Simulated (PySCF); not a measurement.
# CH₃BFN: electronic excitations at several levels of theory

Aim: compute the electronic excitations of CH₃BFN (`C#[N+][BH2-]F`) at several levels, and see how far they spread and what each costs.

Programs: PySCF 2.14.0, with density-fitted response routines of our own. Each step states its level of theory. These are calculated values for one molecule in the gas phase, unless marked as measured. Atoms count from 0, in the outputs and in this text.

### 1 The starting structure

7 atoms, charge 0, multiplicity 1; geometry from: PBE0-D3(BJ)/def2-SVP.

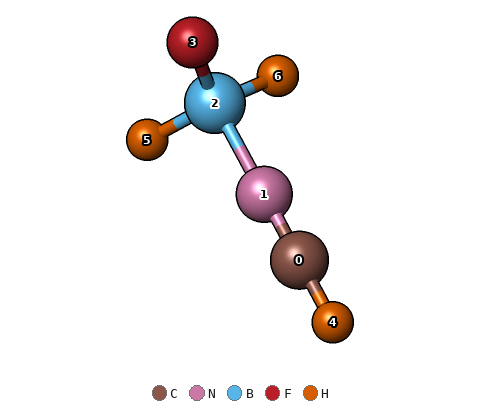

The starting geometry (carbon brown, nitrogen pink, boron blue, fluorine red, hydrogen orange), atoms numbered.

### 2 TDDFT and polarisability: wB97X-D/def2-SVPD

Job settings and geometry (Å):

```
{"job": {"kind": "uv", "xc": "wB97X-D", "basis": "def2-SVPD", "ip": true}, "charge": 0, "multiplicity": 1}
C      1.254425     0.295516    -1.005568
N      0.407414     0.101609    -0.257658
B     -0.755151    -0.195845     0.821563
F     -1.871725     0.478037     0.376125
H      2.053506     0.476820    -1.710073
H     -0.244248     0.239848     1.849407
H     -0.817890    -1.421061     0.775035
```

Method: TDDFT wB97X-D/def2-SVPD, vertical, gas phase, core orbitals frozen in the response.

Run with:

```sh
$ OMP_NUM_THREADS=1 python probes_run.py task.json out
```

One launch serves the whole session: the jobs run in the order shown.

Log:

```text
coarse grid: 6184 points
cycle   1  E = -219.0142062113  dE =  3.375e-01  |g| = 5.914e-01  |ddm| = 3.589e+00
cycle   2  E = -218.9919683530  dE =  2.224e-02  |g| = 7.865e-01  |ddm| = 1.347e+00
cycle   3  E = -219.1023414153  dE = -1.104e-01  |g| = 8.312e-02  |ddm| = 7.543e-01
cycle   4  E = -219.1031007038  dE = -7.593e-04  |g| = 6.462e-02  |ddm| = 1.223e-01
cycle   5  E = -219.1039098971  dE = -8.092e-04  |g| = 7.785e-03  |ddm| = 6.649e-02
cycle   6  E = -219.1039273409  dE = -1.744e-05  |g| = 2.147e-03  |ddm| = 1.750e-02
cycle   7  E = -219.1039287558  dE = -1.415e-06  |g| = 4.017e-04  |ddm| = 5.259e-03
final grid: 61128 points
cycle   8  E = -219.1301483160  dE = -4.503e-05  |g| = 5.796e-03  |ddm| = 1.085e-01
cycle   9  E = -219.1301421769  dE =  6.139e-06  |g| = 8.216e-03  |ddm| = 1.771e-02
cycle  10  E = -219.1301551969  dE = -1.302e-05  |g| = 8.195e-04  |ddm| = 6.428e-03
cycle  11  E = -219.1301553307  dE = -1.338e-07  |g| = 4.119e-04  |ddm| = 1.625e-03
cycle  12  E = -219.1301553652  dE = -3.449e-08  |g| = 9.054e-05  |ddm| = 7.791e-04
cycle  13  E = -219.1301553674  dE = -2.246e-09  |g| = 1.624e-05  |ddm| = 1.767e-04
cycle  14  E = -219.1301553676  dE = -1.884e-10  |g| = 4.356e-06  |ddm| = 6.067e-05
converged SCF energy = -219.1301553676

Static polarisability (au): isotropic 37.097, principal 29.219 30.430 51.641

Singlet excitations
state   eV       nm        f      main configurations
  1   5.1858    239.1   0.00261   H->L 0.98
  2   5.8064    213.5   0.12303   H->L+1 0.96
  3   7.1613    173.1   0.02751   H-1->L 0.97
  4   7.3907    167.8   0.01741   H-1->L+1 0.93
  5   7.6820    161.4   0.01205   H->L+3 0.59, H->L+2 0.35
  6   8.0237    154.5   0.00003   H-2->L+1 0.41, H-4->L+1 0.22, H-5->L 0.15
  7   8.2456    150.4   0.00318   H->L+2 0.61, H->L+3 0.36
  8   8.3140    149.1   0.00018   H-3->L 0.39, H-5->L 0.26, H-2->L+1 0.22
  9   8.3198    149.0   0.03623   H-2->L 0.42, H-3->L+1 0.22, H-5->L+1 0.18
 10   8.7785    141.2   0.01640   H->L+4 0.84

Triplet excitations (Tamm-Dancoff, eV): 5.0145 5.0415 6.5292 6.9116
Vertical ionisation energy (delta-SCF) = 10.2621 eV
```

Run time: 11 s. Hardware: 1 thread of Arm Neoverse V1, shared host; peak memory 0.47 GiB.

Frontier orbitals and where they lie:

```tsv
orbital	eV	atoms
HOMO−3	-13.28	F3 67 %, B2 11 %, N1 10 %
HOMO−2	-13.04	F3 53 %, N1 13 %, B2 13 %
HOMO−1	-11.43	F3 39 %, B2 24 %, H6 13 %
HOMO	-9.54	B2 30 %, F3 23 %, H5 18 %
LUMO	0.28	C0 44 %, N1 37 %, H4 12 %
LUMO+1	0.44	C0 42 %, N1 37 %, H4 13 %
LUMO+2	1.71	C0 53 %, H4 40 %, B2 4 %
```

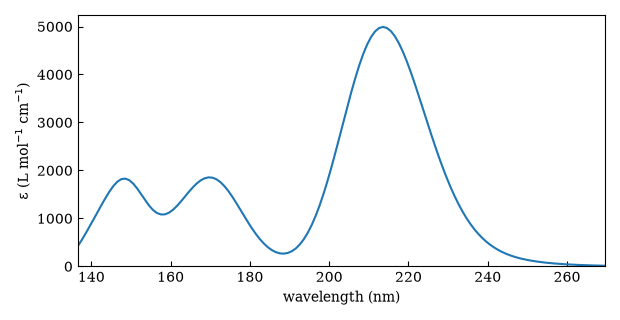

Absorption spectrum: each of the 10 states is a Gaussian band of 0.4 eV half-width at 1/e. Beyond the last state computed it falls off for lack of states.

Ground-state properties from the same run:

```tsv
property	computed
dipole moment (D)	6.86
polarisability (Å³)	5.50
HOMO–LUMO gap (eV)	9.82
−ε(HOMO) (eV)	9.54
```

### 3 Ultraviolet spectrum: LC-wPBE/def2-SVPD

Same as in step 2 but for these lines:

```diff
@@ -1,2 +1,2 @@
-{"job": {"kind": "uv", "xc": "wB97X-D", "basis": "def2-SVPD", "ip": true}, "charge": 0, "multiplicity": 1}
+{"job": {"kind": "uv", "xc": "LC-wPBE", "basis": "def2-SVPD", "ip": true}, "charge": 0, "multiplicity": 1}
 C      1.254425     0.295516    -1.005568
```

Method: TDDFT LC-wPBE/def2-SVPD, vertical, gas phase, core orbitals frozen in the response.

Log:

```text
coarse grid: 6184 points
cycle   1  E = -218.9318560548  dE =  3.585e-01  |g| = 6.066e-01  |ddm| = 3.557e+00
cycle   2  E = -218.9381280591  dE = -6.272e-03  |g| = 7.200e-01  |ddm| = 1.324e+00
cycle   3  E = -219.0265410766  dE = -8.841e-02  |g| = 7.158e-02  |ddm| = 7.256e-01
cycle   4  E = -219.0272860521  dE = -7.450e-04  |g| = 5.813e-02  |ddm| = 1.388e-01
cycle   5  E = -219.0279239716  dE = -6.379e-04  |g| = 1.053e-02  |ddm| = 6.713e-02
cycle   6  E = -219.0279531227  dE = -2.915e-05  |g| = 2.157e-03  |ddm| = 2.084e-02
cycle   7  E = -219.0279547416  dE = -1.619e-06  |g| = 4.283e-04  |ddm| = 5.669e-03
final grid: 61128 points
cycle   8  E = -219.0607357684  dE = -1.994e-05  |g| = 5.530e-03  |ddm| = 2.847e-02
cycle   9  E = -219.0607347236  dE =  1.045e-06  |g| = 6.137e-03  |ddm| = 8.974e-03
cycle  10  E = -219.0607404700  dE = -5.746e-06  |g| = 5.308e-04  |ddm| = 3.837e-03
cycle  11  E = -219.0607405261  dE = -5.609e-08  |g| = 3.263e-04  |ddm| = 8.372e-04
cycle  12  E = -219.0607405502  dE = -2.409e-08  |g| = 6.634e-05  |ddm| = 3.760e-04
cycle  13  E = -219.0607405517  dE = -1.483e-09  |g| = 9.402e-06  |ddm| = 1.174e-04
cycle  14  E = -219.0607405518  dE = -7.293e-11  |g| = 2.212e-06  |ddm| = 3.908e-05
converged SCF energy = -219.0607405518

Static polarisability (au): isotropic 35.864, principal 28.700 29.645 49.246

Singlet excitations
state   eV       nm        f      main configurations
  1   5.7608    215.2   0.00297   H->L 0.93
  2   6.3833    194.2   0.12468   H->L+1 0.93
  3   7.8049    158.9   0.03022   H-1->L 0.94
  4   7.9008    156.9   0.01783   H-1->L+1 0.47, H-2->L+1 0.19, H-6->L+1 0.11
  5   8.0916    153.2   0.01252   H->L+3 0.49, H->L+2 0.34
  6   8.2526    150.2   0.00621   H-1->L+1 0.39, H-5->L 0.15, H-2->L+1 0.14
  7   8.5484    145.0   0.00002   H-5->L 0.31, H-3->L 0.24, H-2->L+1 0.16
  8   8.5682    144.7   0.04001   H-2->L 0.30, H-5->L+1 0.24, H-3->L+1 0.16
  9   9.0054    137.7   0.01361   H->L+2 0.54, H->L+3 0.34
 10   9.1018    136.2   0.00010   H->L+4 0.63, H->L+5 0.09

Triplet excitations (Tamm-Dancoff, eV): 5.3718 5.5099 6.4939 7.2047
Vertical ionisation energy (delta-SCF) = 10.3625 eV
```

Run time: 15 s. Hardware: 1 thread of Arm Neoverse V1, shared host; peak memory 0.46 GiB.

Key values: HOMO -10.36 eV, LUMO 0.80 eV; lowest singlet 5.76 eV.

### 4 TDDFT and polarisability: PBE0/6-31G*

Same as in step 3 but for these lines:

```diff
@@ -1,2 +1,2 @@
-{"job": {"kind": "uv", "xc": "LC-wPBE", "basis": "def2-SVPD", "ip": true}, "charge": 0, "multiplicity": 1}
+{"job": {"kind": "uv", "xc": "PBE0", "basis": "6-31G*"}, "charge": 0, "multiplicity": 1}
 C      1.254425     0.295516    -1.005568
```

With the program's defaults for keys left out, this is: TDDFT PBE0/6-31G*, vertical, gas phase, core orbitals frozen in the response.

Log:

```text
coarse grid: 6184 points
cycle   1  E = -219.0402101610  dE =  3.404e-01  |g| = 5.814e-01  |ddm| = 2.486e+00
cycle   2  E = -218.9144602892  dE =  1.257e-01  |g| = 1.010e+00  |ddm| = 1.416e+00
cycle   3  E = -219.1129800426  dE = -1.985e-01  |g| = 1.637e-01  |ddm| = 8.682e-01
cycle   4  E = -219.1169110712  dE = -3.931e-03  |g| = 8.511e-02  |ddm| = 1.415e-01
cycle   5  E = -219.1184234381  dE = -1.512e-03  |g| = 8.842e-03  |ddm| = 5.957e-02
cycle   6  E = -219.1184449921  dE = -2.155e-05  |g| = 2.039e-03  |ddm| = 1.007e-02
cycle   7  E = -219.1184460773  dE = -1.085e-06  |g| = 3.532e-04  |ddm| = 2.008e-03
final grid: 61128 points
cycle   8  E = -219.1004461310  dE = -2.053e-05  |g| = 2.955e-03  |ddm| = 1.426e-02
cycle   9  E = -219.1004465766  dE = -4.457e-07  |g| = 2.956e-03  |ddm| = 6.024e-03
cycle  10  E = -219.1004481920  dE = -1.615e-06  |g| = 1.561e-03  |ddm| = 2.839e-03
cycle  11  E = -219.1004487207  dE = -5.287e-07  |g| = 1.012e-04  |ddm| = 9.840e-04
cycle  12  E = -219.1004487228  dE = -2.123e-09  |g| = 5.918e-05  |ddm| = 1.395e-04
cycle  13  E = -219.1004487236  dE = -7.577e-10  |g| = 1.367e-05  |ddm| = 4.814e-05
converged SCF energy = -219.1004487236

Static polarisability (au): isotropic 30.019, principal 20.699 22.531 46.827

Singlet excitations
state   eV       nm        f      main configurations
  1   4.7871    259.0   0.00206   H->L 0.99
  2   5.4804    226.2   0.10924   H->L+1 0.97
  3   6.6001    187.9   0.01401   H-1->L 0.98
  4   6.9122    179.4   0.01362   H-1->L+1 0.99
  5   7.6061    163.0   0.00089   H->L+2 0.99
  6   7.8533    157.9   0.00017   H-2->L+1 0.40, H-3->L 0.38, H-5->L 0.11
  7   8.0880    153.3   0.00410   H-3->L 0.45, H-2->L+1 0.43
  8   8.0890    153.3   0.03395   H-2->L 0.57, H-3->L+1 0.32
  9   8.8532    140.0   0.15982   H-3->L+1 0.53, H-2->L 0.31
 10   9.1410    135.6   0.00033   H-5->L 0.70, H-3->L 0.15

Triplet excitations (Tamm-Dancoff, eV): 4.6176 4.6295 6.1934 6.4312
```

Run time: 2.7 s. Hardware: 1 thread of Arm Neoverse V1, shared host; peak memory 0.34 GiB.

In short: HOMO -7.32 eV, LUMO -1.11 eV; lowest singlet 4.79 eV.

### 5 TDDFT and polarisability: PBE0/def2-SVP

Same as in step 4 but for these lines:

```diff
@@ -1,2 +1,2 @@
-{"job": {"kind": "uv", "xc": "PBE0", "basis": "6-31G*"}, "charge": 0, "multiplicity": 1}
+{"job": {"kind": "uv", "xc": "PBE0", "basis": "def2-SVP"}, "charge": 0, "multiplicity": 1}
 C      1.254425     0.295516    -1.005568
```

Level: TDDFT PBE0/def2-SVP, vertical, gas phase, core orbitals frozen in the response.

Log:

```text
coarse grid: 6184 points
cycle   1  E = -218.8412785698  dE =  3.156e-01  |g| = 5.646e-01  |ddm| = 2.666e+00
cycle   2  E = -218.7134982355  dE =  1.278e-01  |g| = 1.000e+00  |ddm| = 1.481e+00
cycle   3  E = -218.9126220590  dE = -1.991e-01  |g| = 1.577e-01  |ddm| = 9.348e-01
cycle   4  E = -218.9161624170  dE = -3.540e-03  |g| = 8.452e-02  |ddm| = 1.443e-01
cycle   5  E = -218.9176566939  dE = -1.494e-03  |g| = 8.442e-03  |ddm| = 5.970e-02
cycle   6  E = -218.9176771023  dE = -2.041e-05  |g| = 2.355e-03  |ddm| = 1.063e-02
cycle   7  E = -218.9176785443  dE = -1.442e-06  |g| = 3.301e-04  |ddm| = 2.504e-03
final grid: 61128 points
cycle   8  E = -218.9432681844  dE = -1.928e-05  |g| = 2.904e-03  |ddm| = 1.238e-02
cycle   9  E = -218.9432682986  dE = -1.142e-07  |g| = 3.055e-03  |ddm| = 6.241e-03
cycle  10  E = -218.9432699358  dE = -1.637e-06  |g| = 1.370e-03  |ddm| = 3.002e-03
cycle  11  E = -218.9432703370  dE = -4.013e-07  |g| = 2.295e-04  |ddm| = 9.665e-04
cycle  12  E = -218.9432703462  dE = -9.150e-09  |g| = 8.385e-05  |ddm| = 2.327e-04
cycle  13  E = -218.9432703475  dE = -1.279e-09  |g| = 1.211e-05  |ddm| = 6.205e-05
cycle  14  E = -218.9432703475  dE = -3.610e-11  |g| = 2.583e-06  |ddm| = 1.517e-05
converged SCF energy = -218.9432703475

Static polarisability (au): isotropic 31.231, principal 21.762 23.631 48.300

Singlet excitations
state   eV       nm        f      main configurations
  1   4.6738    265.3   0.00243   H->L 0.99
  2   5.3669    231.0   0.11526   H->L+1 0.96
  3   6.5068    190.5   0.01893   H-1->L 0.98
  4   6.8149    181.9   0.01601   H-1->L+1 0.99
  5   7.3094    169.6   0.00028   H->L+2 0.99
  6   7.8372    158.2   0.00015   H-2->L+1 0.43, H-3->L 0.35, H-5->L 0.11
  7   8.0539    153.9   0.03953   H-2->L 0.60, H-3->L+1 0.29
  8   8.0627    153.8   0.00393   H-3->L 0.48, H-2->L+1 0.41
  9   8.7897    141.1   0.13737   H-3->L+1 0.53, H-2->L 0.28, H-1->L+2 0.09
 10   9.0998    136.2   0.00049   H-5->L 0.70, H-3->L 0.16

Triplet excitations (Tamm-Dancoff, eV): 4.5055 4.5266 6.0930 6.3204
```

Run time: 3.3 s. Hardware: 1 thread of Arm Neoverse V1, shared host; peak memory 0.36 GiB.

Key values: HOMO -7.46 eV, LUMO -1.38 eV; lowest singlet 4.67 eV.

### 6 Ultraviolet spectrum: PBE0/def2-TZVP

Same as in step 5 but for these lines:

```diff
@@ -1,2 +1,2 @@
-{"job": {"kind": "uv", "xc": "PBE0", "basis": "def2-SVP"}, "charge": 0, "multiplicity": 1}
+{"job": {"kind": "uv", "xc": "PBE0", "basis": "def2-TZVP"}, "charge": 0, "multiplicity": 1}
 C      1.254425     0.295516    -1.005568
```

Method: TDDFT PBE0/def2-TZVP, vertical, gas phase, core orbitals frozen in the response.

Log:

```text
coarse grid: 6184 points
cycle   1  E = -219.1257179095  dE =  3.381e-01  |g| = 5.851e-01  |ddm| = 2.017e+00
cycle   2  E = -218.9805313910  dE =  1.452e-01  |g| = 1.085e+00  |ddm| = 1.081e+00
cycle   3  E = -219.1986256928  dE = -2.181e-01  |g| = 1.538e-01  |ddm| = 6.792e-01
cycle   4  E = -219.2012155194  dE = -2.590e-03  |g| = 9.699e-02  |ddm| = 1.022e-01
cycle   5  E = -219.2030931483  dE = -1.878e-03  |g| = 1.025e-02  |ddm| = 4.662e-02
cycle   6  E = -219.2031203545  dE = -2.721e-05  |g| = 2.648e-03  |ddm| = 8.910e-03
cycle   7  E = -219.2031219413  dE = -1.587e-06  |g| = 4.517e-04  |ddm| = 1.965e-03
final grid: 61128 points
cycle   8  E = -219.1987864615  dE = -5.406e-05  |g| = 4.602e-03  |ddm| = 3.984e-02
cycle   9  E = -219.1987857697  dE =  6.918e-07  |g| = 5.181e-03  |ddm| = 6.237e-03
cycle  10  E = -219.1987897215  dE = -3.952e-06  |g| = 1.261e-03  |ddm| = 3.264e-03
cycle  11  E = -219.1987899711  dE = -2.496e-07  |g| = 5.581e-04  |ddm| = 7.449e-04
cycle  12  E = -219.1987900290  dE = -5.793e-08  |g| = 1.612e-04  |ddm| = 2.934e-04
cycle  13  E = -219.1987900344  dE = -5.353e-09  |g| = 1.222e-05  |ddm| = 8.967e-05
cycle  14  E = -219.1987900344  dE = -3.109e-11  |g| = 4.347e-06  |ddm| = 1.137e-05
converged SCF energy = -219.1987900344

Static polarisability (au): isotropic 35.347, principal 26.641 27.837 51.562

Singlet excitations
state   eV       nm        f      main configurations
  1   4.6975    263.9   0.00216   H->L 0.99
  2   5.3386    232.2   0.11397   H->L+1 0.97
  3   6.5819    188.4   0.01860   H-1->L 0.98
  4   6.8662    180.6   0.01380   H-1->L+1 0.99
  5   7.1292    173.9   0.00000   H->L+2 0.98
  6   7.8071    158.8   0.00028   H-2->L+1 0.48, H-3->L 0.28, H-4->L+1 0.12
  7   8.0298    154.4   0.03872   H-2->L 0.59, H-3->L+1 0.27
  8   8.0359    154.3   0.00044   H-3->L 0.45, H-2->L+1 0.31, H->L+3 0.10
  9   8.0439    154.1   0.00989   H->L+3 0.87
 10   8.7420    141.8   0.00017   H->L+4 0.97

Triplet excitations (Tamm-Dancoff, eV): 4.5346 4.5411 6.1483 6.3942
```

It took 11 s on 1 thread of Arm Neoverse V1, shared host; peak memory 0.54 GiB.

This run: HOMO -7.62 eV, LUMO -1.52 eV; lowest singlet 4.70 eV.

### 7 Ultraviolet spectrum: PBE0/aug-cc-pVDZ

Same as in step 6 but for these lines:

```diff
@@ -1,2 +1,2 @@
-{"job": {"kind": "uv", "xc": "PBE0", "basis": "def2-TZVP"}, "charge": 0, "multiplicity": 1}
+{"job": {"kind": "uv", "xc": "PBE0", "basis": "aug-cc-pVDZ"}, "charge": 0, "multiplicity": 1}
 C      1.254425     0.295516    -1.005568
```

Method: TDDFT PBE0/aug-cc-pVDZ, vertical, gas phase, core orbitals frozen in the response.

Log:

```text
coarse grid: 6184 points
cycle   1  E = -219.0544665144  dE =  3.553e-01  |g| = 5.369e-01  |ddm| = 7.478e+00
cycle   2  E = -218.9151556181  dE =  1.393e-01  |g| = 1.016e+00  |ddm| = 2.276e+00
cycle   3  E = -219.1228437604  dE = -2.077e-01  |g| = 1.396e-01  |ddm| = 1.344e+00
cycle   4  E = -219.1252364031  dE = -2.393e-03  |g| = 8.591e-02  |ddm| = 2.451e-01
cycle   5  E = -219.1267575127  dE = -1.521e-03  |g| = 8.758e-03  |ddm| = 1.171e-01
cycle   6  E = -219.1267790402  dE = -2.153e-05  |g| = 2.542e-03  |ddm| = 2.851e-02
cycle   7  E = -219.1267806620  dE = -1.622e-06  |g| = 3.318e-04  |ddm| = 6.283e-03
final grid: 61128 points
cycle   8  E = -219.1324572579  dE = -2.381e-05  |g| = 3.358e-03  |ddm| = 9.483e-02
cycle   9  E = -219.1324578864  dE = -6.284e-07  |g| = 3.233e-03  |ddm| = 1.888e-02
cycle  10  E = -219.1324598684  dE = -1.982e-06  |g| = 1.267e-03  |ddm| = 6.781e-03
cycle  11  E = -219.1324601915  dE = -3.231e-07  |g| = 2.823e-04  |ddm| = 1.804e-03
cycle  12  E = -219.1324602058  dE = -1.433e-08  |g| = 1.121e-04  |ddm| = 4.726e-04
cycle  13  E = -219.1324602081  dE = -2.331e-09  |g| = 1.590e-05  |ddm| = 1.788e-04
cycle  14  E = -219.1324602082  dE = -6.708e-11  |g| = 3.105e-06  |ddm| = 4.434e-05
converged SCF energy = -219.1324602082

Static polarisability (au): isotropic 38.124, principal 29.601 30.787 53.983

Singlet excitations
state   eV       nm        f      main configurations
  1   4.6645    265.8   0.00215   H->L 0.99
  2   5.2726    235.1   0.11351   H->L+1 0.97
  3   6.4361    192.6   0.00020   H->L+2 0.99
  4   6.5637    188.9   0.01775   H-1->L 0.98
  5   6.8325    181.5   0.01544   H-1->L+1 0.97
  6   6.9586    178.2   0.00887   H->L+3 0.97
  7   7.4785    165.8   0.00024   H->L+4 0.98
  8   7.7584    159.8   0.02620   H->L+6 0.71, H-2->L+1 0.14
  9   7.7967    159.0   0.00251   H->L+5 0.90
 10   7.8045    158.9   0.00817   H-2->L+1 0.35, H->L+6 0.27, H-3->L 0.20

Triplet excitations (Tamm-Dancoff, eV): 4.5088 4.5158 6.1412 6.3717
```

It took 8.2 s on 1 thread of Arm Neoverse V1, shared host; peak memory 0.5 GiB.

Key values: HOMO -7.64 eV, LUMO -1.61 eV; lowest singlet 4.66 eV.

### 8 Excited states and response: PBE0/aug-cc-pVTZ

Same as in step 7 but for these lines:

```diff
@@ -1,2 +1,2 @@
-{"job": {"kind": "uv", "xc": "PBE0", "basis": "aug-cc-pVDZ"}, "charge": 0, "multiplicity": 1}
+{"job": {"kind": "uv", "xc": "PBE0", "basis": "aug-cc-pVTZ"}, "charge": 0, "multiplicity": 1}
 C      1.254425     0.295516    -1.005568
```

Method: TDDFT PBE0/aug-cc-pVTZ, vertical, gas phase, core orbitals frozen in the response.

Log:

```text
coarse grid: 6184 points
cycle   1  E = -219.1180530974  dE =  3.379e-01  |g| = 5.820e-01  |ddm| = 5.847e+00
cycle   2  E = -218.9681344421  dE =  1.499e-01  |g| = 1.097e+00  |ddm| = 2.051e+00
cycle   3  E = -219.1907997117  dE = -2.227e-01  |g| = 1.472e-01  |ddm| = 1.247e+00
cycle   4  E = -219.1929205078  dE = -2.121e-03  |g| = 9.862e-02  |ddm| = 2.454e-01
cycle   5  E = -219.1948516947  dE = -1.931e-03  |g| = 1.061e-02  |ddm| = 1.151e-01
cycle   6  E = -219.1948799751  dE = -2.828e-05  |g| = 2.793e-03  |ddm| = 2.341e-02
cycle   7  E = -219.1948817478  dE = -1.773e-06  |g| = 4.614e-04  |ddm| = 5.667e-03
final grid: 61128 points
cycle   8  E = -219.1929441286  dE = -6.103e-05  |g| = 4.122e-03  |ddm| = 1.816e-01
cycle   9  E = -219.1929441042  dE =  2.436e-08  |g| = 4.256e-03  |ddm| = 1.532e-02
cycle  10  E = -219.1929468193  dE = -2.715e-06  |g| = 1.360e-03  |ddm| = 6.248e-03
cycle  11  E = -219.1929471242  dE = -3.049e-07  |g| = 5.158e-04  |ddm| = 1.953e-03
cycle  12  E = -219.1929471718  dE = -4.759e-08  |g| = 1.765e-04  |ddm| = 6.875e-04
cycle  13  E = -219.1929471778  dE = -5.971e-09  |g| = 1.431e-05  |ddm| = 2.280e-04
cycle  14  E = -219.1929471778  dE = -4.235e-11  |g| = 4.659e-06  |ddm| = 3.146e-05
converged SCF energy = -219.1929471778

Static polarisability (au): isotropic 38.428, principal 29.825 31.118 54.340

Singlet excitations
state   eV       nm        f      main configurations
  1   4.6582    266.2   0.00221   H->L 0.99
  2   5.2614    235.6   0.11381   H->L+1 0.97
  3   6.4264    192.9   0.00017   H->L+2 0.99
  4   6.5467    189.4   0.01786   H-1->L 0.98
  5   6.8106    182.0   0.01585   H-1->L+1 0.96
  6   6.9181    179.2   0.00748   H->L+3 0.96
  7   7.4323    166.8   0.00071   H->L+4 0.97
  8   7.6819    161.4   0.02550   H->L+6 0.93
  9   7.6847    161.3   0.00198   H->L+5 0.92
 10   7.7775    159.4   0.00051   H-2->L+1 0.48, H-3->L 0.25, H-4->L+1 0.11

Triplet excitations (Tamm-Dancoff, eV): 4.5015 4.5026 6.1267 6.3554
```

Run time: 28 s. Hardware: 1 thread of Arm Neoverse V1, shared host; peak memory 0.78 GiB.

In short: HOMO -7.65 eV, LUMO -1.63 eV; lowest singlet 4.66 eV.

(Part 1 of 2 ends here.)
